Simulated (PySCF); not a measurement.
**C3H4F2O, charge +1, doublet, SMILES `[CH2][CH+]OC(F)F`: what the electrons do**

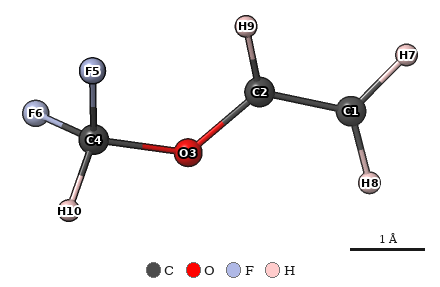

The molecule, with its atoms numbered as below. No frequency check shows the geometry to be a minimum.

Cartesian coordinates (Å):

```
C1      -2.5855   -0.1272    0.0873
C2      -1.2706    0.2777    0.1668
O3      -0.3343   -0.4412   -0.3825
C4       1.0213   -0.0825   -0.3720
F5       1.1782    1.1767    0.0076
F6       1.6541   -0.8731    0.4782
H7      -3.3425    0.3257    0.7152
H8      -2.8923   -0.9052   -0.6038
H9      -0.9980    1.2058    0.6814
H10      1.4252   -0.2367   -1.3975
```

### 1. Bonding charge

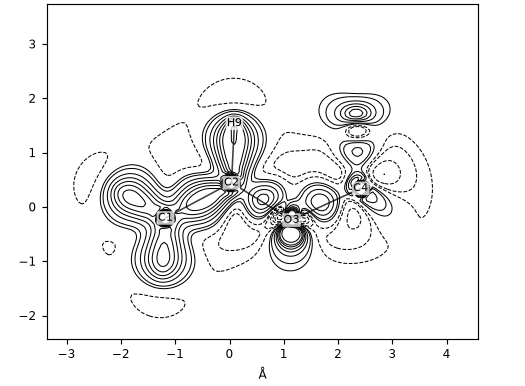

Deformation density (molecule less spherical, spin-averaged free atoms) in the plane of C1, C2, O3, C4 and H9; contours at ±0.05 to ±0.8 e/Å³; solid lines: gain, dashed lines: loss.

Level of theory: B3LYP/def2-SVP (PySCF), at a geometry from GFN2-xTB. The stability of the open-shell solution wasn't checked. GFN2-xTB doesn't know the spin state, so this open-shell geometry is rough.

**Describe the bonding that the map shows.**

C2–H9: +0.81 e/Å³ at the bond critical point (bond length 1.10 Å, Mayer order 0.9). C1–C2: +0.71 e/Å³ at the bond critical point (bond length 1.38 Å, Mayer order 1.5). C2–O3: +0.25 e/Å³ at the bond critical point (bond length 1.30 Å, Mayer order 1.4). O3–C4: +0.12 e/Å³ at the bond critical point (bond length 1.40 Å, Mayer order 0.9); up to 0.6 Å beside the axis the gain reaches +0.37 e/Å³. In all, 1.9 electrons gather in the regions of gain relative to the promolecule of neutral atoms (the regions of loss give up this much and the cation's charge besides). A small or negative value marks a very polar bond, one between electron-rich atoms, whose free-atom densities already overlap strongly, a long bond to a heavier atom, or a closed-shell contact such as a hydrogen bond.

**Where do the Hirshfeld charges lie?**

The highest Hirshfeld charge is on C4 (+0.26 e), the lowest on F6 (−0.04 e).

### 2. Electrostatic potential

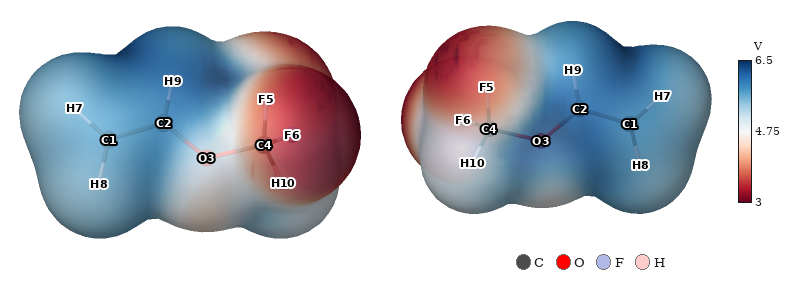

Electrostatic potential on the surface of electron density 0.001 a.u. (back view left, front view right).

**Where are the extremes of the potential on the surface?**

Highest: 6.40 V, near H9 (1.51 Å) and H7 (1.71 Å). Further maxima include 5.13 V, 1.4 Å from H10. Lowest: 3.01 V, 1.6 Å from F6. Further minima include 4.42 V, 1.7 Å from O3; 5.36 V, 1.3 Å from H8. The surface is sampled at points, so like sites can differ by a few per cent and only the strongest of them is named.

**What volume does the surface enclose?**

About 93 Å³.

### 3. Spin density

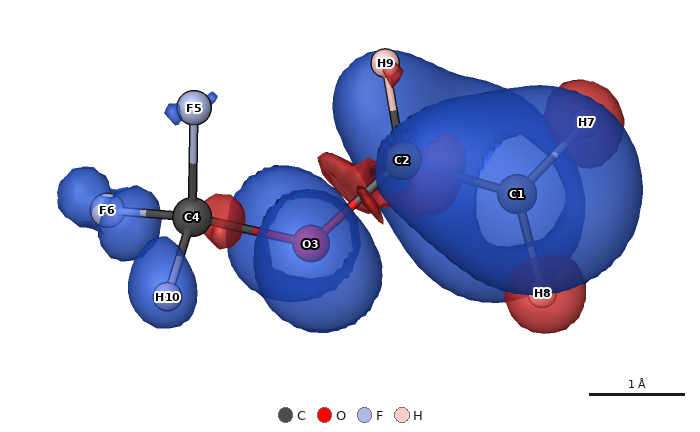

Spin density ρα − ρβ at ±0.01 e/Å³ (blue: excess α, red: excess β).

**How is the spin shared among the atoms?**

Hirshfeld spin populations: C1 +0.51, O3 +0.21 and C2 +0.19. ⟨S²⟩ = 0.75, as for a pure state. The picture also shows regions of β spin from spin polarisation; the Hirshfeld sums, whose atoms overlap, net them against the α spin of neighbours.

### 4. In an electric field

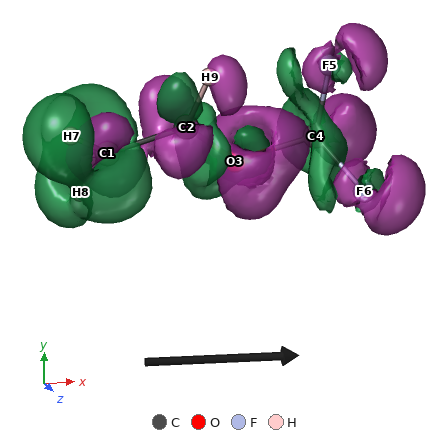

Change of the electron density in a uniform field of 0.10 V/Å along +x (arrow), surfaces at ±0.001 e/Å³ (green: gain, purple: loss).

Computed with PySCF, HF/def2-SVPD, geometry: GFN2-xTB. The stability of the open-shell solution wasn't checked. GFN2-xTB doesn't know the spin state, so this open-shell geometry is rough.

The field was applied in both directions; the picture shows the one opposite to the script's first.

**How large is the response?**

The induced dipole is 0.29 D (along the field); α along this axis, from the fields in both directions, is 56 bohr³ (8.3 Å³).

### 5. Removing or adding an electron

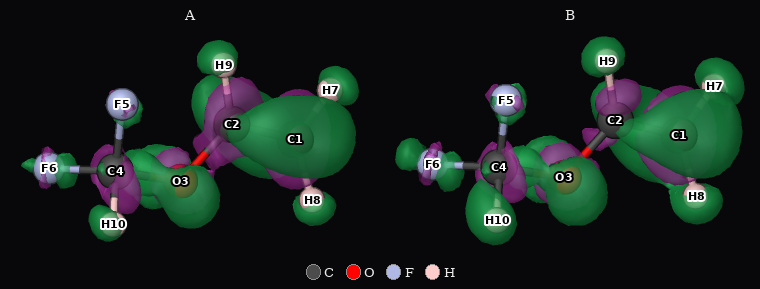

The two Fukui functions at ±0.04 e/Å³ (green positive, purple negative).

Level of theory: ωB97X/6-311+G** (PySCF), at a geometry from GFN2-xTB. GFN2-xTB doesn't know the spin state, so this open-shell geometry is rough.

**Which panel is f⁻ (electron removed) and which f⁺ (electron added)?**

A is f⁺, B is f⁻. f⁻ (Hirshfeld-condensed) is largest on C1 (0.31); the vertical ionisation energy is 17.56 eV (to the singlet dication, which needn't be its lowest state). f⁺ (Hirshfeld-condensed) is largest on C1 (0.28) and C2 (0.19); the vertical electron affinity is 9.01 eV (to the singlet neutral species, which needn't be its lowest state).
